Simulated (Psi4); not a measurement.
# UBP86/def2-SVP run of GeCNClF (SMILES N#[C][Ge]([F])[Cl])

What is the vertical doublet–quartet gap of GeCNClF at UBP86/def2-SVP? Input form: a Python script.

Program for the calculation: Psi4 1.11.

### 1 Starting point

GeCNClF: 5 atoms, total charge 0, spin state doublet. SMILES: `N#[C][Ge]([F])[Cl]`. The shape is that of a PBE0-D4/def2-TZVP optimisation.

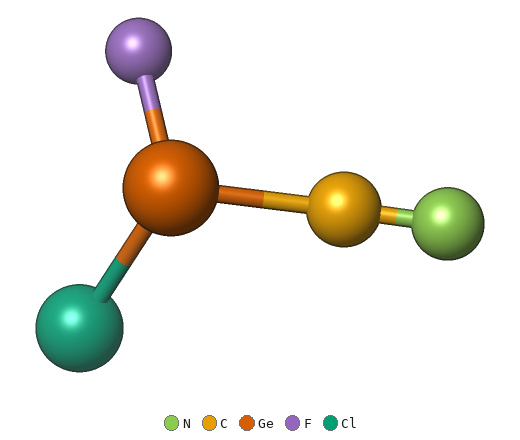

Viewed from a chosen angle; nitrogen green, carbon amber, germanium orange, fluorine purple, chlorine teal.

### 2 The energy at UBP86/def2-SVP

Input file job.py:

```python
import psi4

psi4.set_memory('1600 MB')
psi4.set_num_threads(1)
psi4.core.set_output_file('cclfgen.out', False)

geom = psi4.geometry("""
0 2
N      1.169800    -1.332900     1.557000
C      0.647700    -0.755000     0.707300
Ge    -0.063200     0.127200    -0.853400
F     -1.722100    -0.343000    -0.913400
Cl     0.017500     2.230100    -0.539000
symmetry c1
""")

psi4.set_options({
    'reference': 'uks',
    'puream': True,
    'scf_type': 'pk',
    'dft_radial_points': 99,
    'dft_spherical_points': 590,
    'maxiter': 100,
})

E, wfn = psi4.energy('bp86/def2-SVP', return_wfn=True)
print(f'bp86/def2-SVP energy: {E:.10f} Eh')
```

Run with:

```sh
$ python job.py
```

cclfgen.out:

```text
[...]
  Running in c1 symmetry.
[...]
  Nuclear repulsion =  409.391810612873996
[...]
  Multiplicity = 2
[...]
  Nalpha       = 36
  Nbeta        = 35
[...]
    Number of basis functions: 92
[...]
   @UKS iter   1: -2727.99780468164454   -1.73769e+00   2.75994e-02 DIIS/ADIIS
[...]
   @UKS iter  12: -2729.67360261545809   -4.05089e-08   4.22796e-07 DIIS
[...]
   @S^2 Observed:                7.512717219E-01
[...]
    Orbital Energies [Eh]
    ---------------------
    Alpha Occupied:
       1A   -397.235540     2A   -100.737461     3A    -49.261569
       4A    -43.888496     5A    -43.887661     6A    -43.887508
       7A    -24.305397     8A    -14.045863     9A     -9.967080
      10A     -9.222169    11A     -7.051441    12A     -7.043055
      13A     -7.042154    14A     -6.066963    15A     -4.286423
      16A     -4.284926    17A     -4.283787    18A     -1.204432
      19A     -1.193477    20A     -1.191561    21A     -1.190809
      22A     -1.189690    23A     -1.061972    24A     -0.846877
      25A     -0.789212    26A     -0.572743    27A     -0.455108
      28A     -0.421488    29A     -0.394250    30A     -0.372693
      31A     -0.349343    32A     -0.343676    33A     -0.334424
      34A     -0.327619    35A     -0.320569    36A     -0.250826
[...]
  @UKS Final Energy: -2729.67360261545809
   => Energetics <=
    Nuclear Repulsion Energy =            409.3918106128739964
    One-Electron Energy =               -4607.9322371889120404
    Two-Electron Energy =                1599.2054220449090280
    DFT Exchange-Correlation Energy =    -130.3385980843290497
    Empirical Dispersion Energy =           0.0000000000000000
    VV10 Nonlocal Energy =                  0.0000000000000000
    Total Energy =                      -2729.6736026154580941
  UHF NO Occupations:
  HONO-2 :   34  A 1.9999300
  HONO-1 :   35  A 1.9996013
[...]
 Multipole Moments:
 ------------------------------------------------------------------------------------
     Multipole            Electronic (a.u.)      Nuclear  (a.u.)        Total (a.u.)
 ------------------------------------------------------------------------------------
 L = 1.  Multiply by 2.5417464519 to convert [e a0] to [Debye]
 Dipole X            :         -1.1719469            1.2758956            0.1039487
 Dipole Y            :         -0.5965921            0.9737854            0.3771934
 Dipole Z            :         -5.1906595            4.3130105           -0.8776490
 Magnitude           :                                                    0.9609099
[...]
```

The script printed:

```text
bp86/def2-SVP energy: -2729.6736026155 Eh
```

It took 8.1 s on 1 thread of Intel Xeon 6975P-C (Granite Rapids), shared host; peak memory 0.87 GiB.

### 3 The quartet

Input file job.py:

```python
import psi4

psi4.set_memory(1600000000)
psi4.set_num_threads(1)
psi4.set_output_file('psi4.out', False)

m = psi4.geometry("""
0 4
N      1.169800    -1.332900     1.557000
C      0.647700    -0.755000     0.707300
Ge    -0.063200     0.127200    -0.853400
F     -1.722100    -0.343000    -0.913400
Cl     0.017500     2.230100    -0.539000
units angstrom
symmetry c1
""")

psi4.set_options({
    'reference': 'uks',
    'puream': True,
    'scf_type': 'pk',
    'dft_radial_points': 99,
    'dft_spherical_points': 590,
    'maxiter': 100,
})

energy_value, wavefunction = psi4.energy('bp86/def2-SVP', return_wfn=True)
print('E =', round(energy_value, 9))
```

Run with:

```sh
$ python job.py
```

psi4.out:

```text
[...]
  Running in c1 symmetry.
[...]
  Nuclear repulsion =  409.391810612873996
[...]
  Multiplicity = 4
[...]
  Nalpha       = 37
  Nbeta        = 34
[...]
    Number of basis functions: 92
[...]
   @UKS iter   1: -2727.16733969132292   -9.07226e-01   2.90005e-02 ADIIS/DIIS
[...]
   @UKS iter  28: -2729.45188634851593   -2.39943e-08   3.63315e-07 DIIS
[...]
   @S^2 Observed:                3.753477702E+00
[...]
    Orbital Energies [Eh]
    ---------------------
    Alpha Occupied:
       1A   -397.214920     2A   -100.747950     3A    -49.240886
       4A    -43.868134     5A    -43.867043     6A    -43.866418
       7A    -24.292241     8A    -14.064376     9A     -9.994336
      10A     -9.232982    11A     -7.060739    12A     -7.056343
      13A     -7.052727    14A     -6.047067    15A     -4.267336
      16A     -4.264391    17A     -4.263768    18A     -1.184765
      19A     -1.173925    20A     -1.172830    21A     -1.171238
      22A     -1.169692    23A     -1.048813    24A     -0.901175
      25A     -0.799589    26A     -0.568066    27A     -0.453501
      28A     -0.423446    29A     -0.399291    30A     -0.387710
      31A     -0.372775    32A     -0.368140    33A     -0.350210
      34A     -0.341671    35A     -0.334057    36A     -0.246638
[...]
  @UKS Final Energy: -2729.45188634851593
   => Energetics <=
    Nuclear Repulsion Energy =            409.3918106128739964
    One-Electron Energy =               -4608.0120340683597533
    Two-Electron Energy =                1599.5307240838546932
    DFT Exchange-Correlation Energy =    -130.3623869768850341
    Empirical Dispersion Energy =           0.0000000000000000
    VV10 Nonlocal Energy =                  0.0000000000000000
    Total Energy =                      -2729.4518863485159272
  UHF NO Occupations:
  HONO-2 :   35  A 1.0000000
  HONO-1 :   36  A 1.0000000
[...]
 Multipole Moments:
 ------------------------------------------------------------------------------------
     Multipole            Electronic (a.u.)      Nuclear  (a.u.)        Total (a.u.)
 ------------------------------------------------------------------------------------
 L = 1.  Multiply by 2.5417464519 to convert [e a0] to [Debye]
 Dipole X            :         -1.0456449            1.2758956            0.2302507
 Dipole Y            :         -0.3983534            0.9737854            0.5754321
 Dipole Z            :         -4.9022526            4.3130105           -0.5892420
 Magnitude           :                                                    0.8551863
[...]
```

Standard output:

```text
E = -2729.451886349
```

It took 15 s on 1 thread of Intel Xeon 6975P-C (Granite Rapids), shared host; peak memory 0.87 GiB.

### 4 Outcome

Level: UBP86/def2-SVP.

| quantity | value |
| --- | --- |
| doublet: total energy | -2729.67360 Eh |
| doublet: dipole moment | 2.44 D |
| doublet: HOMO energy (highest over α and β) | -6.83 eV |
| doublet: LUMO energy (lowest over α and β) | -5.71 eV |
| doublet: ⟨S²⟩ | 0.751 |
| quartet: total energy | -2729.45189 Eh |
| quartet: dipole moment | 2.17 D |
| quartet: HOMO energy (highest over α and β) | -3.15 eV |
| quartet: ⟨S²⟩ | 3.753 |
| vertical energy of the quartet above the doublet | 6.033 eV |

What this shows: At this shape the quartet lies 6.03 eV (582 kJ/mol) above the doublet.
